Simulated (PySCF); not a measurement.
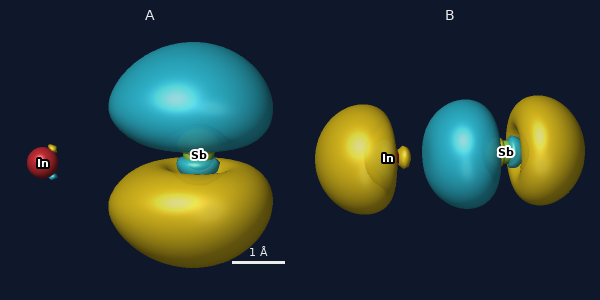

Figure. InSb (charge +1, quartet). Two frontier α-spin orbitals, each drawn at the value that holds 80 % of its norm (yellow and cyan are the two phases), in no order; of a degenerate pair one member is drawn.

Core potentials replace the inner electrons of In and Sb.

Level of theory: PBE0/def2-TZVPPD, non-relativistic Hamiltonian with scalar-relativistic core potentials where named, at a bond length of 3.148 Å in PySCF.

**Label each orbital by symmetry, say whether it is occupied, and order them by energy.**

Orbital B: σ, occupied in this spin, −11.52 eV; shared between the atoms (In 35 %, Sb 65 %).
Orbital A: π, occupied in this spin, −11.39 eV; mainly on Sb (95 %).
